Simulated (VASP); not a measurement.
Energy against volume of Rh (fcc). Method: PBE GGA, VASP's PBE PAW potentials (set 64) (plane waves; VASP).

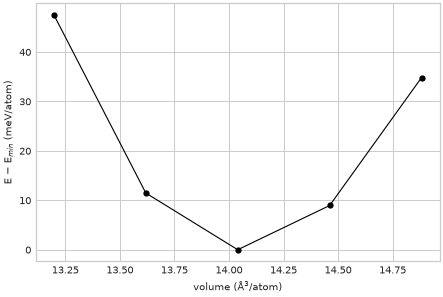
*Energy against volume*

Task: Estimate the equilibrium volume and the bulk modulus.

Result: The minimum lies near 14.1 Å³/atom, and the curvature gives B0 of about 260 GPa.

Measured: bulk modulus 271 GPa at 0 K (computed value off by -5.3 %), as given by H. Levämäki et al., Physical Review B (2014), arXiv:1402.3671 [corrected for temperature and zero-point phonon effects]; a 3.794 Å at 0 K (computed value off by +1.0 %), as given by Daniel Mejia-Rodriguez et al., Physical Review B (2018), arXiv:1807.09216 [static lattice: zero-point anharmonic expansion removed].

The compound is Rh in the fcc structure. It was relaxed first.
